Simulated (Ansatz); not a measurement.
**Fields on a plane of Y (hcp, Mg type)**

```xyz
2
Lattice="3.5994 0.0000 0.0000 -1.7997 3.1172 0.0000 0.0000 0.0000 5.5871" Properties=species:S:1:pos:R:3 pbc="T T T"
Y      0.0000     2.0781     4.1903
Y      1.7997     1.0391     1.3968
```

The slice is a (1 -1 0 0) plane (indices of the conventional cell) through the point (0.667, 0.333, 0.250) (fractional), spanned by u = [110] and v = [001] in vectors of this cell: u (3.60 Å) and v (5.59 Å, at 90° to u). It covers one period; positions are fractions (u, v).

Atoms on it: Y at (0.00, 0.00).

Computed with PBEsol (plane waves to 420 eV, PAW, scalar-relativistic; Ansatz, a program for electronic structure). k mesh 15×15×9. Near the nuclei the fields are pseudised (PAW); where an atom keeps semicore shells as valence, they peak there. Y is run without spin polarisation. Y was relaxed with its symmetry unable to fall.

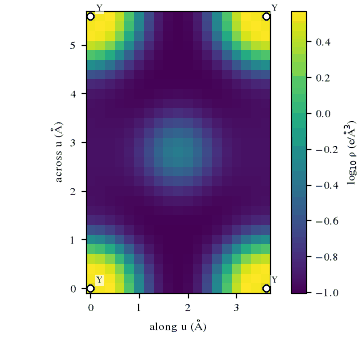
*Log₁₀ of the valence density in e/Å³, one period of the plane, atoms marked. The scale is logarithmic, as a density can span decades between atoms and voids.*

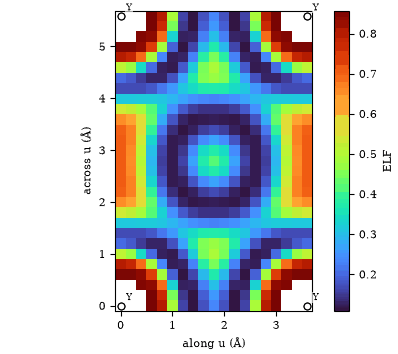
*Electron localisation function (ELF), one period of the plane, atoms marked. Points within 0.5 Å of a nucleus are left white, as the pseudised field means little there.*

| Property | Result |
|---|---|
| Density on the Y–Y line (3.60 Å) at its midpoint | 0.10 e/Å³ |
| ELF at that point | 0.24 |
